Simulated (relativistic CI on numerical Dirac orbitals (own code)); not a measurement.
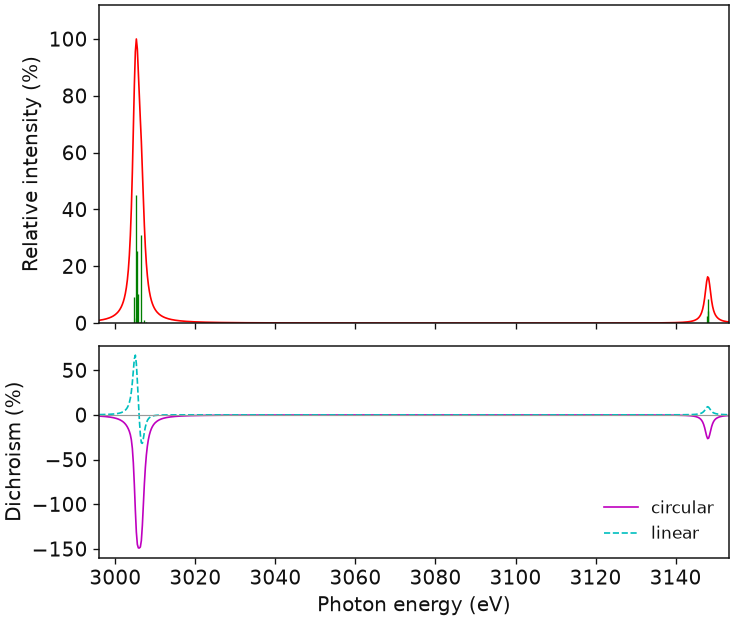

L₂,₃ X-ray absorption of Rh²⁺ (rhodium, Z = 45), [Kr] 4d⁷, in no crystal field (free ion). Sticks are the strongest transitions, on a scale of their own. Multiplet model: relativistic Dirac–Coulomb–Breit theory, one configuration a step, Slater integrals scaled by 0.9, 300 K, Voigt broadening (Lorentzian 1.6 eV, Gaussian 0.5 eV full widths), computed with a radial Dirac CI code. Dichroism is for the ground state at zero temperature, magnetised by an exchange field of 10 meV on Sz (linear: z less the mean of x and y).

Give the peaks, the centroid and the ground-state spin.

Answer. The main maxima lie at 3005.3 eV (100) and 3148.1 eV (16), heights in % of the largest; the centroid is at 3021.4 eV. The lower edge holds 0.89 of the intensity (branching ratio, edges parted at 3078 eV), and the core spin-orbit splitting of the orbitals is 147 eV. The ground state has S = 1.49. The circular dichroism (Δm = −1 less Δm = +1) is largest at 3006.0 eV, −149 % of the isotropic maximum; its integrals over the lower and upper edge are −0.442 and −0.061 of the sum over the three polarisations. The magnetised ground state has ⟨Lz⟩ = −3.02 and ⟨Sz⟩ = −1.48.

Known limits: free-ion energies, so absolute edge positions are off by a few eV from solids.
